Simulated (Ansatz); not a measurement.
**[B2H5]− (SMILES B[BH3-]): wB97X/STO-3G**

What is the energy change on altering one bond length of [B2H5]− at wB97X/STO-3G? 

The calculation is run with Ansatz 0.2.0.

1 further run of the same task is left out (set aside as unsound or not needed).

## 1. The molecule

[B2H5]−: 7 atoms, total charge -1, spin state singlet. As SMILES, `B[BH3-]`. Geometry: relaxed at GFN2-xTB.

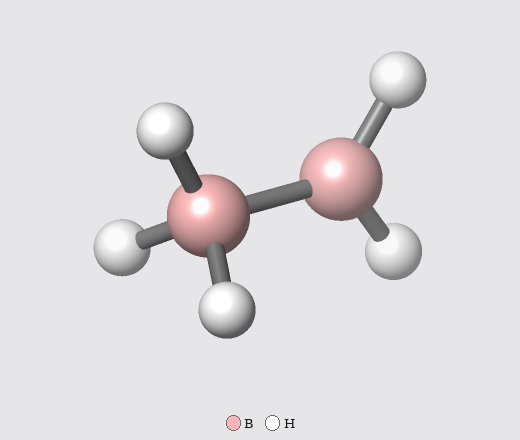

The structure, seen from a chosen angle (boron pink, hydrogen white).

## 2. A single-point energy at wB97X/STO-3G

Input file input.yaml:

```yaml
crystal:
  periodic: [false, false, false]
  atoms:
    - {symbol: B, position_ang: [0.210010, -0.813600, 0.474350]}
    - {symbol: B, position_ang: [-0.119910, 0.613520, -0.349380]}
    - {symbol: H, position_ang: [1.262150, -1.128320, 0.968990]}
    - {symbol: H, position_ang: [-0.606320, -1.678230, 0.657480]}
    - {symbol: H, position_ang: [-0.531530, 0.371570, -1.495060]}
    - {symbol: H, position_ang: [-1.042200, 1.230100, 0.207460]}
    - {symbol: H, position_ang: [0.827810, 1.404960, -0.463840]}
basis:
  gaussian:
    orbitals: STO-3G
total_charge: -1
hamiltonian:
  xc: {name: wB97X}
accuracy: high
```

Launch:

```bash
$ ansatz run input.yaml --threads 1 --pin off --max-ram 2610MiB --events-out events.jsonl --progress --plain --runs-dir runs
```

The log of the run:

```text
Warning: RAYON_NUM_THREADS=1 ignored (pool sized by the plan → 1); use --threads N
Functional definition: wB97X
  name "wB97X"
  parameter omega = 0.3/bohr
  parameter cx = 0.157706
  parameter cx1 = 0.726479
  parameter cx2 = 1.04760
  parameter cx3 = -5.70635
  parameter cx4 = 13.2794
  parameter css1 = -4.33879
  parameter css2 = 18.2308
  parameter css3 = -31.7430
  parameter css4 = 17.2901
  parameter cos1 = 2.37031
  parameter cos2 = -11.3995
  parameter cos3 = 6.58405
  parameter cos4 = -3.78132
  exchange = spin_sum(e_x_unif_sr(omega)*poly(b97_u_x, 1 - cx, cx1, cx2, cx3, cx4)) + cx*exact_x_sr(omega)
      + exact_x_lr(omega)
  correlation = spin_sum(e_c_pw_same_spin*poly(b97_u_same, 1, css1, css2, css3, css4))
      + integral(e_c_pw_opposite_spin*poly(b97_u_opposite, 1, cos1, cos2, cos3, cos4))
253 factors; integrals over basis functions are off by at most 2.6e-8 eV
154 factors; integrals over basis functions are off by at most 1.1e-9 eV
mean field evaluation 1: about -1412.1486 eV, gradient 1.5e1 eV
mean field evaluation 2: about -1413.1942 eV, gradient 4.2e0 eV
mean field evaluation 4: about -1413.2595 eV, gradient 5.0e-2 eV
mean field evaluation 8: about -1413.1861 eV, gradient 4.7e-4 eV
mean field evaluation 16: about -1413.1861 eV, gradient 5.9e-8 eV
mean field -1413.18605487 eV, -51.9336296245 hartree, gradient 5.9e-8 eV, S^2 0.000000; 0 other end points of the search recorded, 0 dependent functions left out
reference -1413.18605307 eV, -51.9336295585 hartree; 8, 8 occupied and 7, 7 virtual orbitals, 253 factors
Total energy: -1413.18605307 eV, -51.9336295585 hartree
```

Run time: 4.5 s. Hardware: 1 thread of Arm Neoverse V1, shared host; peak memory 0.23 GiB.

## 3. The distorted shape

Input file job.yaml:

```yaml
crystal:
  periodic: [false, false, false]
  atoms:
    - {symbol: B, position_ang: [0.414086, -0.597449, 0.428569]}
    - {symbol: B, position_ang: [0.084166, 0.829671, -0.395161]}
    - {symbol: H, position_ang: [1.466226, -0.912169, 0.923209]}
    - {symbol: H, position_ang: [-0.606320, -1.678230, 0.657480]}
    - {symbol: H, position_ang: [-0.327454, 0.587721, -1.540841]}
    - {symbol: H, position_ang: [-0.838124, 1.446251, 0.161679]}
    - {symbol: H, position_ang: [1.031886, 1.621111, -0.509621]}
basis:
  gaussian:
    orbitals: STO-3G
total_charge: -1
hamiltonian:
  xc: {name: wB97X}
accuracy: high
```

Launch:

```bash
$ ansatz run job.yaml --threads 1 --pin off --max-ram 2610MiB --events-out events.jsonl --progress --plain --runs-dir runs
```

The log of the run, shortened:

```text
Warning: RAYON_NUM_THREADS=1 ignored (pool sized by the plan → 1); use --threads N
[... 2 set-up lines as earlier in the session ...]
[...]
      + exact_x_lr(omega)
[...]
      + integral(e_c_pw_opposite_spin*poly(b97_u_opposite, 1, cos1, cos2, cos3, cos4))
252 factors; integrals over basis functions are off by at most 2.9e-8 eV
155 factors; integrals over basis functions are off by at most 1.1e-9 eV
[...]
mean field -1412.24799677 eV, -51.8991566253 hartree, gradient 3.5e-8 eV, S^2 0.000000; 0 other end points of the search recorded, 0 dependent functions left out
reference -1412.24799494 eV, -51.8991565579 hartree; 8, 8 occupied and 7, 7 virtual orbitals, 252 factors
Total energy: -1412.24799494 eV, -51.8991565579 hartree
```

Run time: 4.8 s. Hardware: 1 thread of Arm Neoverse V1, shared host; peak memory 0.23 GiB.

## 4. Outcome

At wB97X/STO-3G:

| quantity | value |
| --- | --- |
| first shape: total energy | -51.93363 Eh |
| distorted shape: total energy | -51.89916 Eh |
| energy change with the B1–H4 bond stretched from 1.203 to 1.504 Å | 0.938 eV |

What this shows: With the B1–H4 bond stretched from 1.203 to 1.504 Å the energy rises by 0.94 eV (21.6 kcal/mol). The first shape isn't relaxed at this level, so the change isn't measured from a minimum. The minimal basis adds a large error of its own.
